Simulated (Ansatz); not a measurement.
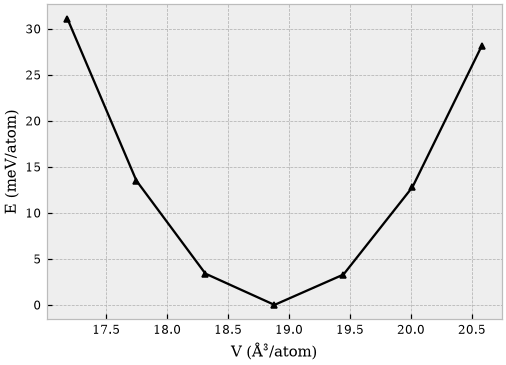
Fig. 1. Si₃P₄ in space group I-43d (No. 220; Si on 12a, P on 16c) under volume change, PBE (plane waves, PAW; program Ansatz), shape and atoms relaxed at each volume.

Task: What does a third-order Birch–Murnaghan fit give for V₀, B₀ and B′?

Result: V₀ = 18.86 Å³/atom, B₀ = 62.1 GPa, B′ = 1.2.

The cell is a constructed one: a structure type filled with these elements; neither database checked (COD, Materials Project) lists it. Whether it is the stable phase at ambient conditions was not checked. The PBE relaxation kept the symmetry of its start; its stability against distortions is not shown here.

Potentials: the later of the program's two PAW sets.
